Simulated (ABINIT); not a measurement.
# NaLiICl (P4/mmm): G0W0 with and without spin-orbit coupling

Wanted: the effect of spin-orbit coupling on the quasiparticle gap of NaLiICl (P4/mmm).

Main program and level: ABINIT 10.8.3; PBEsol and many-body steps on it, plane waves.

## 1. The structure

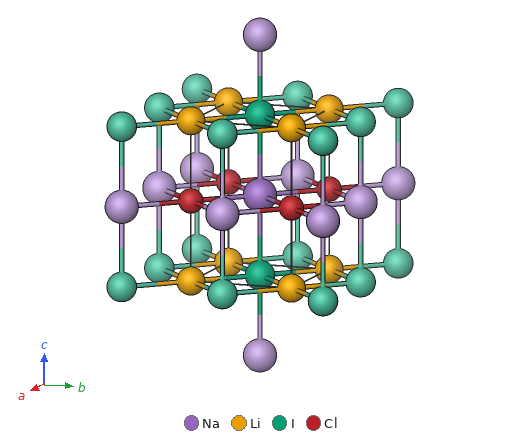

The cell as given, slightly off an axis (sodium purple, lithium orange, iodine teal, chlorine red). Some periodic images of atoms are drawn too.

The cell and positions are those that the Materials Project relaxed with its own functionals (PBE, PBE+U or r2SCAN), kept fixed. Spin-orbit coupling is left out unless a step names it.

## 2. Empty states on the mesh, 2×2×2 mesh, 70 bands

This step: ABINIT 10.8.3; DFT, PBEsol, plane waves, norm-conserving pseudopotentials.

The sums over transitions need many empty states on a uniform mesh; this step solves for them.

The input, run.abi:

```
acell 3*1.0 Angstrom
rprim 
  4.091636000000 0.000000000000 0.000000000000
  0.000000000000 4.091636000000 0.000000000000
  0.000000000000 0.000000000000 6.215344000000
ntypat 4
znucl 11 3 53 17
natom 4
typat 1 2 3 4
xred 
  0.500000000000 0.500000000000 0.500000000000
  0.000000000000 0.000000000000 0.000000000000
  0.500000000000 0.500000000000 0.000000000000
  0.000000000000 0.000000000000 0.500000000000
pp_dirpath "pseudos"
pseudos "Na.upf, Li.upf, I.upf, Cl.upf"
ecut 38
ngkpt 2 2 2
nshiftk 1
shiftk 0 0 0
kptopt 1
chksymbreak 0
iscf -2
irdden 1
istwfk *1
nband 70
nbdbuf 6
tolwfr 1e-09
nstep 60
prtvol 0
indata_prefix "in"
outdata_prefix "out"
tmpdata_prefix "tmp"
```

On the command line:

```
OMP_NUM_THREADS=1 mpirun -n 4 abinit run.abi > log
```

Numbers of over 12 decimals in the logs are rounded to 6 here.

The program printed:

```text
.Version 10.8.3 of ABINIT. v10.8.2 released Aug 2026.

 Symmetries : space group P4/m m m (#123); Bravais tP (primitive tetrag.)
[... echo of the input left out ...]
== DATASET  1 ==================================================================
-   mpi_nproc: 4, omp_nthreads: 1 (-1 if OMP is not activated)

--- !DatasetInfo
iteration_state: {dtset: 1, }
dimensions: {natom: 4, nkpt: 6, mband: 70, nsppol: 1, nspinor: 1, nspden: 1, mpw: 7872, }
cutoff_energies: {ecut:  38.0, pawecutdg:  -1.0, }
[...]
0.99991    1.03977    1.03977    1.04050    1.04845    1.05078    1.08041    1.11214
   1.13222    1.13222    1.16184    1.18456    1.22231    1.25199    1.26594    1.26594
   1.28685    1.28685    1.29147    1.35678    1.35757    1.36737
 prteigrs : prtvol=0 or 1, do not print more k-points.

== END DATASET(S) ==============================================================
================================================================================

 -outvars: echo values of variables after computation  --------
            nband          70
             nkpt           6
          spgroup         123
 [... the other variables as echoed above ...]

 Calculation completed.
```

Elapsed: 71 s, on 4 MPI ranks of AMD EPYC 7571, shared host; peak memory 0.39 GiB; 4.7 min of CPU time.

This step gave:

| Quantity | Value |
| --- | --- |
| gap | 4.040 eV |
| k of the valence top | 0.5, 0, 0.5 |
| k of the conduction bottom | 0, 0, 0 |
| least direct gap | 4.324 eV |
| k points computed | 6 |
| lowest point of the top converged band, above the valence top | 31.46 eV |

On this mesh the gap is 4.040 eV.

The density comes from a self-consistent run that is not shown.

## 3. Screening, 2×2×2 mesh, 64 bands, screening to 98 eV

The RPA dielectric matrix is built and inverted for each q.

This step: RPA screening on PBEsol, plane waves, norm-conserving pseudopotentials.

run.abi: that of step 2 with these lines changed.

```diff
@@ -22,10 +22,11 @@
 chksymbreak 0
-iscf -2
-irdden 1
 istwfk *1
-nband 70
-nbdbuf 6
-tolwfr 1e-09
-nstep 60
-prtvol 0
+occopt 1
+irdwfk 1
+optdriver 3
+nband 64
+ecuteps 3.6
+inclvkb 0
+awtr 1
+symchi 1
 indata_prefix "in"
```

The program printed:

```text
.Version 10.8.3 of ABINIT. v10.8.2 released Aug 2026.

 Symmetries : space group P4/m m m (#123); Bravais tP (primitive tetrag.)
[... echo of the input left out ...]
== DATASET  1 ==================================================================
-   mpi_nproc: 4, omp_nthreads: 1 (-1 if OMP is not activated)

--- !DatasetInfo
iteration_state: {dtset: 1, }
dimensions: {natom: 4, nkpt: 6, mband: 64, nsppol: 1, nspinor: 1, nspden: 1, mpw: 7872, }
cutoff_energies: {ecut:  38.0, pawecutdg:  -1.0, }
electrons: {nelect:   2.60000000E+01, charge:   0.00000000E+00, occopt:   1.00000000E+00, tsmear:   1.00000000E-02, }

 SCREENING: Calculation of the susceptibility and dielectric matrices

 Based on a program developped by R.W. Godby, V. Olevano, G. Onida, and L. Reining.
 Incorporated in ABINIT by V. Olevano, G.-M. Rignanese, and M. Torrent.
.Using double precision arithmetic ; gwpc =  8

[... cell and pseudopotentials left out ...]
--------------------------------------------------------------------------------

 ==== K-mesh for the wavefunctions ====
 Number of points in the irreducible wedge :     6
[... list of points left out ...]
 Together with 16 symmetry operations and time-reversal symmetry
 yields     8 points in the full Brillouin Zone.

 ==== Q-mesh for the screening function ====
 Number of points in the irreducible wedge :     6
[... list of points left out ...]
 Together with 16 symmetry operations and time-reversal symmetry
 yields     8 points in the full Brillouin Zone.

 setmesh: FFT mesh size selected  =    30x   30x   45
          total number of points  =        40500

 vcoul_init : cutoff-mode = AUXILIARY_FUNCTION
 q-points for optical limit:   1
     1)      0.000010    0.000020    0.000030

- screening: taking advantage of time-reversal symmetry
- Maximum band index for partially occupied states nbvw = 13
- Remaining bands to be divided among processors   nbcw = 51
- Number of bands treated by each node ~12

 Number of electrons calculated from density =   26.0000; Expected =   26.0000
 average of density, n =  0.037027
 r_s =    1.8612
 omega_plasma =   18.5616 [eV]

 calculating chi0 at frequencies [eV] :
  1    0.000000E+00    0.000000E+00
  2    0.000000E+00    1.856156E+01

--------------------------------------------------------------------------------
  q-point number  1        q = ( 0.000000, 0.000000, 0.000000) [r.l.u.]
--------------------------------------------------------------------------------
[... chi0 elements left out ...]
 For q-point:  0.000010 0.000020 0.000030
  dielectric constant =   3.5647
  dielectric constant without local fields =   4.2380

  Average fulfillment of the sum rule on Im[epsilon] for q-point    1 :     49.29  [%]
[... wings left out ...]
  q-point number  2        q = ( 0.500000, 0.000000, 0.000000) [r.l.u.]
--------------------------------------------------------------------------------
[... chi0 elements left out ...]
  Average fulfillment of the sum rule on Im[epsilon] for q-point    2 :     54.62  [%]

 [... 4 further q-points ...]
```

It took 20 s on 4 MPI ranks; peak memory 0.79 GiB.

This step gave:

| Item | Value |
| --- | --- |
| ε∞ with local fields, on this mesh, along the program's q direction | 3.565 |
| the same without local fields | 4.238 |
| plasma frequency | 18.56 eV |
| plane waves in the screening matrix | 231 |

Local fields lower ε∞ by 16 %. On a Γ-centred mesh this coarse the value itself is usually too large, while a short band sum pulls it down.

## 4. Scalar-relativistic

The self-energy is evaluated for the states that the input lists, and the levels follow from it, in one-shot runs by the linearised quasiparticle equation.

This step: G0W0 on PBEsol, plane waves, norm-conserving pseudopotentials.

run.abi: that of step 3 with these lines changed.

```diff
@@ -25,8 +25,17 @@
 irdwfk 1
-optdriver 3
+optdriver 4
 nband 64
+gwcalctyp 0
+ecutsigx 38
+symsigma 1
+nkptgw 2
+kptgw 
+  0.5000000000 0.0000000000 0.5000000000
+  0.0000000000 0.0000000000 0.0000000000
+bdgw 
+  12 15
+  12 15
 ecuteps 3.6
-inclvkb 0
-awtr 1
-symchi 1
+irdscr 1
+ppmodel 1
 indata_prefix "in"
```

The program printed:

```text
.Version 10.8.3 of ABINIT. v10.8.2 released Aug 2026.

 Symmetries : space group P4/m m m (#123); Bravais tP (primitive tetrag.)
[... echo of the input left out ...]
== DATASET  1 ==================================================================
-   mpi_nproc: 4, omp_nthreads: 1 (-1 if OMP is not activated)

--- !DatasetInfo
iteration_state: {dtset: 1, }
dimensions: {natom: 4, nkpt: 6, mband: 64, nsppol: 1, nspinor: 1, nspden: 1, mpw: 7872, }
cutoff_energies: {ecut:  38.0, pawecutdg:  -1.0, }
electrons: {nelect:   2.60000000E+01, charge:   0.00000000E+00, occopt:   1.00000000E+00, tsmear:   1.00000000E-02, }

 SIGMA: Calculation of the GW corrections

 Based on a program developped by R.W. Godby, V. Olevano, G. Onida, and L. Reining.
 Incorporated in ABINIT by V. Olevano, G.-M. Rignanese, and M. Torrent.
.Using double precision arithmetic ; gwpc =  8

[... cell and pseudopotentials left out ...]
--------------------------------------------------------------------------------

 ==== K-mesh for the wavefunctions ====
 Number of points in the irreducible wedge :     6
[... list of points left out ...]
 Together with 16 symmetry operations and time-reversal symmetry
 yields     8 points in the full Brillouin Zone.

 ==== Q-mesh for screening function ====
 Number of points in the irreducible wedge :     6
[... list of points left out ...]
 Together with 16 symmetry operations and time-reversal symmetry
 yields     8 points in the full Brillouin Zone.

 vcoul_init : cutoff-mode = AUXILIARY_FUNCTION
 q-points for optical limit:   1
     1)      0.000010    0.000020    0.000030
 setmesh: FFT mesh size selected  =    45x   45x   72
          total number of points  =       145800

 Number of electrons calculated from density =   26.0000; Expected =   26.0000
 average of density, n =  0.037027
 r_s =    1.8612
 omega_plasma =   18.5616 [eV]

 === KS Band Gaps ===
  >>>> For spin  1
   Minimum direct gap =   4.3237 [eV], located at k-point      :   0.0000  0.0000  0.0000
   Fundamental gap    =   4.0399 [eV], Top of valence bands at :   0.5000  0.0000  0.5000
                                       Bottom of conduction at :   0.0000  0.0000  0.0000
 SIGMA fundamental parameters:
 PLASMON POLE MODEL  1
 number of plane-waves for SigmaX                 7837
 number of plane-waves for SigmaC and W            231
 number of plane-waves for wavefunctions          7837
 number of bands                                    64
 number of independent spin polarizations            1
 number of spinorial components                      1
 number of k-points in IBZ                           6
 number of q-points in IBZ                           6
 number of symmetry operations                      16
 number of k-points in BZ                            8
 number of q-points in BZ                            8
 number of frequencies for dSigma/dE                 9
 frequency step for dSigma/dE [eV]                0.25
 number of omega for Sigma on real axis              0
 max omega for Sigma on real axis  [eV]           0.00
 zcut for avoiding poles [eV]                     0.10

 EPSILON^-1 parameters (SCR file):
 dimension of the eps^-1 matrix on file            231
 dimension of the eps^-1 matrix used               231
 number of plane-waves for wavefunctions          7837
 number of bands                                    64
 number of q-points in IBZ                           6
 number of frequencies                               2
 number of real frequencies                          1
 number of imag frequencies                          1

 matrix elements of self-energy operator (all in [eV])

 Perturbative Calculation

--- !SelfEnergy_ee
iteration_state: {dtset: 1, }
kpoint     : [   0.500,    0.000,    0.500, ]
spin       : 1
KS_gap     :    4.704
QP_gap     :    6.532
Delta_QP_KS:    1.827
data: !SigmaeeData |
     Band     E0 <VxcDFT>   SigX SigC(E0)      Z dSigC/dE  Sig(E)    E-E0       E
       12  -0.366 -12.037 -15.170   2.071   0.810  -0.234 -12.898  -0.861  -1.227
       13   0.198 -11.442 -14.327   1.905   0.817  -0.224 -12.242  -0.800  -0.602
       14   4.902  -7.163  -3.181  -2.767   0.846  -0.183  -6.136   1.027   5.930
       15   5.620  -7.522  -3.087  -2.917   0.842  -0.188  -6.244   1.278   6.898

--- !SelfEnergy_ee
iteration_state: {dtset: 1, }
kpoint     : [   0.000,    0.000,    0.000, ]
spin       : 1
KS_gap     :    4.324
QP_gap     :    6.333
Delta_QP_KS:    2.010
data: !SigmaeeData |
     Band     E0 <VxcDFT>   SigX SigC(E0)      Z dSigC/dE  Sig(E)    E-E0       E
       12  -0.086 -11.882 -14.984   2.042   0.812  -0.231 -12.743  -0.862  -0.947
       13  -0.086 -11.882 -14.984   2.042   0.812  -0.231 -12.743  -0.862  -0.947
       14   4.238  -7.871  -3.671  -2.843   0.846  -0.182  -6.723   1.148   5.386
       15   5.581  -8.165  -3.766  -2.863   0.841  -0.188  -6.872   1.293   6.874

== END DATASET(S) ==============================================================
================================================================================

 -outvars: echo values of variables after computation  --------
           etotal      0.0000000000E+00
            nband          64
             nkpt           6
          spgroup         123
 [... the other variables as echoed above ...]

 Calculation completed.
```

The job ended after 15 s (4 MPI ranks; peak memory 0.8 GiB; 60 s of CPU time).

This step gave:

```
G0W0 gap on the points computed              : 5.988 eV
starting gap on the mesh                     : 4.040 eV
k of the valence top                         : 0.5, 0, 0.5
k of the conduction bottom                   : 0, 0, 0
Z at the valence top                         : 0.817
Z at the conduction bottom                   : 0.846
least direct G0W0 gap on the computed points : 6.333 eV
```

The gap on the mesh goes from 4.04 eV to 5.99 eV, a correction of +1.95 eV.

## 5. Empty states on the mesh, 2×2×2 mesh, 140 bands

This step: DFT, PBEsol with spin-orbit coupling, plane waves, norm-conserving pseudopotentials.

run.abi: that of step 4 with these lines changed.

```diff
@@ -17,2 +17,3 @@
 ecut 38
+nspinor 2
 ngkpt 2 2 2
@@ -22,20 +23,10 @@
 chksymbreak 0
+iscf -2
+irdden 1
 istwfk *1
-occopt 1
-irdwfk 1
-optdriver 4
-nband 64
-gwcalctyp 0
-ecutsigx 38
-symsigma 1
-nkptgw 2
-kptgw 
-  0.5000000000 0.0000000000 0.5000000000
-  0.0000000000 0.0000000000 0.0000000000
-bdgw 
-  12 15
-  12 15
-ecuteps 3.6
-irdscr 1
-ppmodel 1
+nband 140
+nbdbuf 12
+tolwfr 1e-09
+nstep 60
+prtvol 0
 indata_prefix "in"
```

The program printed:

```text
.Version 10.8.3 of ABINIT. v10.8.2 released Aug 2026.

 Symmetries : space group P4/m m m (#123); Bravais tP (primitive tetrag.)
[... echo of the input left out ...]
== DATASET  1 ==================================================================
-   mpi_nproc: 4, omp_nthreads: 1 (-1 if OMP is not activated)

--- !DatasetInfo
iteration_state: {dtset: 1, }
dimensions: {natom: 4, nkpt: 6, mband: 140, nsppol: 1, nspinor: 2, nspden: 1, mpw: 7872, }
cutoff_energies: {ecut:  38.0, pawecutdg:  -1.0, }
[...]
1.22234    1.22234    1.25212    1.25212    1.25811    1.25811    1.27347    1.27347
   1.28671    1.28671    1.28693    1.28693    1.29155    1.29155    1.35660    1.35684
   1.35734    1.35868    1.36427    1.36634
 prteigrs : prtvol=0 or 1, do not print more k-points.

== END DATASET(S) ==============================================================
================================================================================

 -outvars: echo values of variables after computation  --------
            nband         140
             nkpt           6
          spgroup         123
 [... the other variables as echoed above ...]

 Calculation completed.
```

Wall time 9.7 min (4 MPI ranks); peak memory 0.57 GiB.

Numbers from this step:

* gap: 3.902 eV
* k of the valence top: 0.5, 0, 0.5
* k of the conduction bottom: 0, 0, 0
* least direct gap: 4.033 eV
* k points computed: 6
* lowest point of the top converged band, above the valence top: 31.31 eV

On this mesh the gap is 3.902 eV.

The density comes from a self-consistent run that is not shown, made with spin-orbit coupling and fully relativistic files.

## 6. Screening, 2×2×2 mesh, 128 bands, screening to 98 eV

This step: RPA screening on PBEsol with spin-orbit coupling, plane waves, norm-conserving pseudopotentials.

run.abi: that of step 5 with these lines changed.

```diff
@@ -23,10 +23,11 @@
 chksymbreak 0
-iscf -2
-irdden 1
 istwfk *1
-nband 140
-nbdbuf 12
-tolwfr 1e-09
-nstep 60
-prtvol 0
+occopt 1
+irdwfk 1
+optdriver 3
+nband 128
+ecuteps 3.6
+inclvkb 0
+awtr 1
+symchi 1
 indata_prefix "in"
```

The program printed:

```text
.Version 10.8.3 of ABINIT. v10.8.2 released Aug 2026.

 Symmetries : space group P4/m m m (#123); Bravais tP (primitive tetrag.)
[... echo of the input left out ...]
== DATASET  1 ==================================================================
-   mpi_nproc: 4, omp_nthreads: 1 (-1 if OMP is not activated)

--- !DatasetInfo
iteration_state: {dtset: 1, }
dimensions: {natom: 4, nkpt: 6, mband: 128, nsppol: 1, nspinor: 2, nspden: 1, mpw: 7872, }
cutoff_energies: {ecut:  38.0, pawecutdg:  -1.0, }
electrons: {nelect:   2.60000000E+01, charge:   0.00000000E+00, occopt:   1.00000000E+00, tsmear:   1.00000000E-02, }

 SCREENING: Calculation of the susceptibility and dielectric matrices

 Based on a program developped by R.W. Godby, V. Olevano, G. Onida, and L. Reining.
 Incorporated in ABINIT by V. Olevano, G.-M. Rignanese, and M. Torrent.
.Using double precision arithmetic ; gwpc =  8

[... cell and pseudopotentials left out ...]
--------------------------------------------------------------------------------

 ==== K-mesh for the wavefunctions ====
 Number of points in the irreducible wedge :     6
[... list of points left out ...]
 Together with 16 symmetry operations and time-reversal symmetry
 yields     8 points in the full Brillouin Zone.

 ==== Q-mesh for the screening function ====
 Number of points in the irreducible wedge :     6
[... list of points left out ...]
 Together with 16 symmetry operations and time-reversal symmetry
 yields     8 points in the full Brillouin Zone.

 setmesh: FFT mesh size selected  =    30x   30x   45
          total number of points  =        40500

 vcoul_init : cutoff-mode = AUXILIARY_FUNCTION
 q-points for optical limit:   1
     1)      0.000010    0.000020    0.000030

- screening: taking advantage of time-reversal symmetry
- Maximum band index for partially occupied states nbvw = 26
- Remaining bands to be divided among processors   nbcw = 102
- Number of bands treated by each node ~25

 Number of electrons calculated from density =   26.0000; Expected =   26.0000
 average of density, n =  0.037027
 r_s =    1.8612
 omega_plasma =   18.5616 [eV]

 calculating chi0 at frequencies [eV] :
  1    0.000000E+00    0.000000E+00
  2    0.000000E+00    1.856156E+01

--------------------------------------------------------------------------------
  q-point number  1        q = ( 0.000000, 0.000000, 0.000000) [r.l.u.]
--------------------------------------------------------------------------------
[... chi0 elements left out ...]
 For q-point:  0.000010 0.000020 0.000030
  dielectric constant =   3.5934
  dielectric constant without local fields =   4.2683

  Average fulfillment of the sum rule on Im[epsilon] for q-point    1 :     49.30  [%]
[... wings left out ...]
  q-point number  2        q = ( 0.500000, 0.000000, 0.000000) [r.l.u.]
--------------------------------------------------------------------------------
[... chi0 elements left out ...]
  Average fulfillment of the sum rule on Im[epsilon] for q-point    2 :     54.64  [%]

 [... 4 further q-points ...]
```

Run time: 4.3 min. Hardware: 4 MPI ranks; peak memory 2.1 GiB.

Numbers from this step:

```yaml
eps_infinity_with_local_fields_on_this_mesh_along_the_program_s_q_direction: 3.593
the_same_without_local_fields: 4.268
plasma_frequency: 18.56 eV
plane_waves_in_the_screening_matrix: 231
```

(Part 1 of 2 ends here.)

[Paths, hosts, dates, memory and timing lines, banners, echoed tables and standing remarks are left out of the program output.]

[Logs are printed without paths, hosts, clocks, repeated set-up lines and the standing remarks that a program may print on its own settings, such as how far it seeks lower states.]

[Runs of the session that timed out or met a known fault of the program may be left out.]

[Hosts, paths, dates, database ids (printed as entryN), source tags and the programs' standing remarks are cut or masked in the printed files.]

[G0W0 gaps are taken among the corrected bands and points alone; a level outside them can change the order at an edge.]

[Where Ansatz stands beside ABINIT at settings called matched, ABINIT's density can come from a denser mesh and the files from another edition; pairs whose starting gaps differed by over 0.03 eV were left out, so agreement reads better than it is.]
